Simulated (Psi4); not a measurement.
**Polarizability calculation, with input and output: GaNH4**

GaNH4 (GaH2(NH2)), computed with HF/cc-pVDZ, UHF (Psi4 1.11).

The geometry comes from this level: GFN2-xTB.

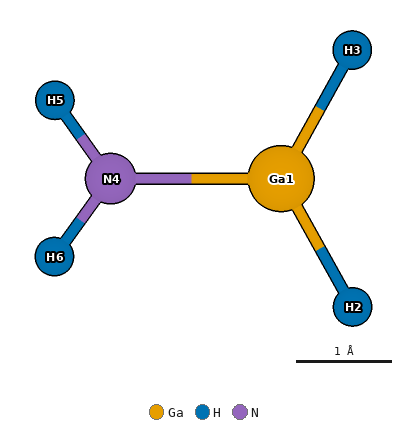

*The structure (ball-and-stick view, seen on its broad side; atoms are numbered from 1 in the order of the input). Sticks mark near contacts.*

Bond lengths as drawn: Ga–H 1.55 Å, Ga–N 1.80 Å and H–N 1.01 Å.

The input (gah4n.py):
```python
import psi4

psi4.set_memory(1600000000)
psi4.set_num_threads(1)
psi4.set_output_file('output.dat', False)

mol = psi4.geometry("""
0 1
Ga     0.80133836     1.38603852     0.01445640
H      3.57165796     1.42502357     0.94762206
H     -0.55057171     3.81395865    -0.89601364
N     -0.90366703    -1.56053583    -0.00236216
H     -2.71311759    -1.79733741    -0.58218682
H     -0.20564000    -3.26714750     0.51848416
units au
""")

psi4.set_options(dict(basis='cc-pVDZ', reference='uhf', scf_type='pk'))

E, wfn = psi4.properties('hf', properties=['dipole_polarizabilities'], return_wfn=True)
print('E =', round(E, 9))
for k, v in sorted(psi4.core.scalar_variables().items()):
    print(f'{k:45s} {v:18.10f}')
```

Hardware: 1 thread of AMD EPYC (Zen 3), 192 GiB of memory available, shared host.

Launch command:
```bash
python gah4n.py
```

Output:
```
Psi4 1.11 release

   => Loading Basis Set <=

    Name: CC-PVDZ
    Role: ORBITAL
    Keyword: BASIS

         ---------------------------------------------------------
                                   SCF
                              UHF Reference
                        1 Threads,   1525 MiB Core
         ---------------------------------------------------------

  ==> Geometry <==

    Molecular point group: c1
    Full point group: C1

    Geometry (in Bohr), charge = 0, multiplicity = 1:

       Center              X                  Y                   Z               Mass
    ------------   -----------------  -----------------  -----------------  -----------------
         GA           0.310517927367     0.536715746273     0.003518614186    68.925573500000
         H            3.080837527367     0.575700796273     0.936684274186     1.007825032230
         H           -1.041392142633     2.964635876273    -0.906951425814     1.007825032230
         N           -1.394487462633    -2.409858603727    -0.013299945814    14.003074004430
         H           -3.203938022633    -2.646660183727    -0.593124605814     1.007825032230
         H           -0.696460432633    -4.116470273727     0.507546374186     1.007825032230

  Running in c1 symmetry.

  Rotational constants: A =      3.34074  B =      0.34560  C =      0.31321 [cm^-1]
  Rotational constants: A = 100152.93042  B =  10360.90771  C =   9389.66406 [MHz]
  Nuclear repulsion =  108.906552836141557

  Charge       = 0
  Multiplicity = 1
  Electrons    = 42
  Nalpha       = 21
  Nbeta        = 21

  ==> Algorithm <==

  SCF Algorithm Type is PK.
  DIIS enabled.
  MOM disabled.
  Fractional occupation disabled.
  Guess Type is SAD.
  Energy threshold   = 1.00e-06
  Density threshold  = 1.00e-06
  Integral threshold = 1.00e-12

  ==> Primary Basis <==

  Basis Set: CC-PVDZ
    Blend: CC-PVDZ
    Number of shells: 29
    Number of basis functions: 61
    Number of Cartesian functions: 64
    Spherical Harmonics?: true
    Max angular momentum: 2

  ==> Integral Setup <==

  Using in-core PK algorithm.
   Calculation information:
      Number of atoms:                   6
      Number of AO shells:              29
      Number of primitives:            132
      Number of atomic orbitals:        64
      Number of basis functions:        61

      Integral cutoff                 1.00e-12
      Number of threads:                 1

  Performing in-core PK
  Using 3577772 doubles for integral storage.
  We computed 94781 shell quartets total.
  Whereas there are 94830 unique shell quartets.

  ==> DiskJK: Disk-Based J/K Matrices <==

    J tasked:                  Yes
    K tasked:                  Yes
    wK tasked:                  No
    Memory [MiB]:             1144
    Schwarz Cutoff:          1E-12

  Minimum eigenvalue in the overlap matrix is 2.0711714771E-02.
  Reciprocal condition number of the overlap matrix is 4.6499909336E-03.
    Using symmetric orthogonalization.

  ==> Pre-Iterations <==

  SCF Guess: Superposition of Atomic Densities via on-the-fly atomic UHF (no occupation information).

   -------------------------
    Irrep   Nso     Nmo
   -------------------------
     A         61      61
   -------------------------
    Total      61      61
   -------------------------

  ==> Iterations <==

                        Total Energy        Delta E     RMS |[F,P]|

   @UHF iter SAD: -1975.18589040091229   -1.97519e+03   0.00000e+00
   @UHF iter   1: -1979.31003135147739   -4.12414e+00   1.72104e-02 DIIS/ADIIS
   @UHF iter   2: -1979.93977493653892   -6.29744e-01   6.13450e-03 DIIS/ADIIS
   @UHF iter   3: -1979.99442313865393   -5.46482e-02   7.61714e-04 DIIS/ADIIS
   @UHF iter   4: -1979.99614039675180   -1.71726e-03   3.79744e-04 DIIS/ADIIS
   @UHF iter   5: -1979.99644053165662   -3.00135e-04   6.65966e-05 DIIS
   @UHF iter   6: -1979.99647205824567   -3.15266e-05   2.37760e-05 DIIS
   @UHF iter   7: -1979.99647585027060   -3.79202e-06   4.37772e-06 DIIS
   @UHF iter   8: -1979.99647600541539   -1.55145e-07   1.05177e-06 DIIS
   @UHF iter   9: -1979.99647601265224   -7.23685e-09   1.97471e-07 DIIS
  Energy and wave function converged.

  ==> Post-Iterations <==

   @Spin Contamination Metric:  -4.973799150E-14
   @S^2 Expected:                0.000000000E+00
   @S^2 Observed:               -4.973799150E-14
   @S   Expected:                0.000000000E+00
   @S   Observed:                0.000000000E+00

    Orbital Energies [Eh]
    ---------------------

    Alpha Occupied:

       1A   -378.860437     2A    -48.207059     3A    -42.537450
       4A    -42.534609     5A    -42.534248     6A    -15.534104
       7A     -6.408925     8A     -4.503866     9A     -4.498541
      10A     -4.498201    11A     -1.216233    12A     -1.204771
      13A     -1.204316    14A     -1.202267    15A     -1.200729
      16A     -1.087735    17A     -0.625568    18A     -0.616205
      19A     -0.481820    20A     -0.419699    21A     -0.390863

    Alpha Virtual:

      22A      0.078791    23A      0.147979    24A      0.189102
      25A      0.200083    26A      0.248299    27A      0.276758
      28A      0.314663    29A      0.387509    30A      0.390687
      31A      0.469749    32A      0.471193    33A      0.561536
      34A      0.584929    35A      0.608541    36A      0.758251
      37A      0.836376    38A      0.897321    39A      0.953598
      40A      1.081948    41A      1.105456    42A      1.166976
      43A      1.185449    44A      1.417126    45A      1.503272
      46A      1.657119    47A      1.741054    48A      1.753252
      49A      1.756452    50A      1.876260    51A      2.021386
      52A      2.032264    53A      2.088784    54A      2.197884
      55A      2.324066    56A      2.354293    57A      2.461411
      58A      2.565780    59A      2.765351    60A      3.114892
      61A      3.320297

    Beta Occupied:

       1A   -378.860437     2A    -48.207059     3A    -42.537450
       4A    -42.534609     5A    -42.534248     6A    -15.534104
       7A     -6.408925     8A     -4.503866     9A     -4.498541
      10A     -4.498201    11A     -1.216233    12A     -1.204771
      13A     -1.204316    14A     -1.202267    15A     -1.200729
      16A     -1.087735    17A     -0.625568    18A     -0.616205
      19A     -0.481820    20A     -0.419699    21A     -0.390863

    Beta Virtual:

      22A      0.078791    23A      0.147979    24A      0.189102
      25A      0.200083    26A      0.248299    27A      0.276758
      28A      0.314663    29A      0.387509    30A      0.390687
      31A      0.469749    32A      0.471193    33A      0.561536
      34A      0.584929    35A      0.608541    36A      0.758251
      37A      0.836376    38A      0.897321    39A      0.953598
      40A      1.081948    41A      1.105456    42A      1.166976
      43A      1.185449    44A      1.417126    45A      1.503272
      46A      1.657119    47A      1.741054    48A      1.753252
      49A      1.756452    50A      1.876260    51A      2.021386
      52A      2.032264    53A      2.088784    54A      2.197884
      55A      2.324066    56A      2.354293    57A      2.461411
      58A      2.565780    59A      2.765351    60A      3.114892
      61A      3.320297

    Final Occupation by Irrep:
              A
    DOCC [    21 ]
    SOCC [     0 ]
    NA   [    21 ]
    NB   [    21 ]

  @UHF Final Energy: -1979.99647601265224

   => Energetics <=

    Nuclear Repulsion Energy =            108.9065528361415573
    One-Electron Energy =               -2978.2707620137498452
    Two-Electron Energy =                 889.3677331649558937
    Total Energy =                      -1979.9964760126522378

  UHF NO Occupations:
  HONO-2 :   19  A 2.0000000
  HONO-1 :   20  A 2.0000000
  HONO-0 :   21  A 2.0000000
  LUNO+0 :   22  A 0.0000000
  LUNO+1 :   23  A 0.0000000
  LUNO+2 :   24  A 0.0000000
  LUNO+3 :   25  A 0.0000000

Computation Completed

Properties will be evaluated at   0.000000,   0.000000,   0.000000 [a0]

Properties computed using the HF density matrix

 Multipole Moments:

 ------------------------------------------------------------------------------------
     Multipole            Electronic (a.u.)      Nuclear  (a.u.)        Total (a.u.)
 ------------------------------------------------------------------------------------

 L = 1.  Multiply by 2.5417464519 to convert [e a0] to [Debye]
 Dipole X            :          1.7890379           -1.9963096           -0.2072717
 Dipole Y            :          3.0830569           -3.4536159           -0.3705590
 Dipole Z            :          0.0219359           -0.0398680           -0.0179321
 Magnitude           :                                                    0.4249672

 ------------------------------------------------------------------------------------

         ---------------------------------------------------------
                       CPSCF Linear Response Solver
         ---------------------------------------------------------

   ==> Requested Responses <==

    Dipole polarizabilities

   ==> Coupled-Perturbed UHF Solver <==

    Maxiter             =         100
    Convergence         =   1.000E-06
    Number of equations =           6
   -----------------------------------------------------
     Iter   Residual RMS      Max RMS  Remain  Time [s]
   -----------------------------------------------------
    Guess      1.930e+00    2.007e+00       3         0
        1      5.693e-01    6.753e-01       3         0
        2      1.787e-01    2.327e-01       3         0
        3      4.441e-02    5.907e-02       3         1
        4      1.135e-02    1.411e-02       3         1
        5      2.870e-03    3.696e-03       3         1
        6      8.471e-04    1.217e-03       3         1
        7      1.623e-04    2.178e-04       3         1
        8      3.078e-05    3.681e-05       3         1
        9      6.217e-06    7.304e-06       3         2
       10      1.272e-06    1.532e-06       3         2
       11      2.829e-07    3.715e-07       0         2
   -----------------------------------------------------

    Solver has converged.

   ==> Response Properties <==

    => Dipole polarizabilities <=

              X          Y          Z
    ----- ---------- ---------- ----------
      X     31.63473    2.56890    2.88394
      Y      2.56890   34.65185   -1.56724
      Z      2.88394   -1.56724   22.93421

	total time  =          8 seconds =       0.13 minutes
```

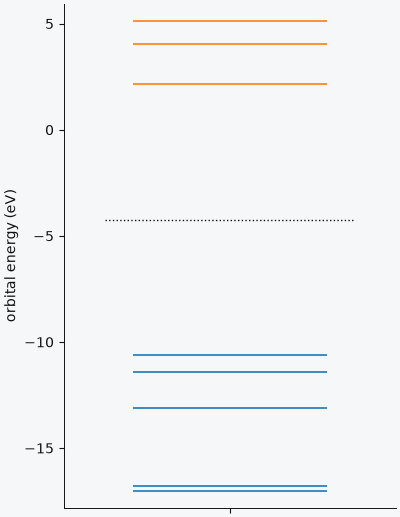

*Orbital energies near the frontier; the dotted line parts filled from empty levels, and levels within 0.02 eV of each other stand side by side.*

Highest filled −10.64 eV, lowest empty 2.14 eV, 12.78 eV apart.

Results in brief:

- outcome: converged
- total energy: −1979.996476 hartree
- basis functions: 61
- HOMO: −10.64 eV
- LUMO: 2.14 eV
- dipole moment: 1.08 D
- wall time: 9 s
- peak memory: 0.39 GiB
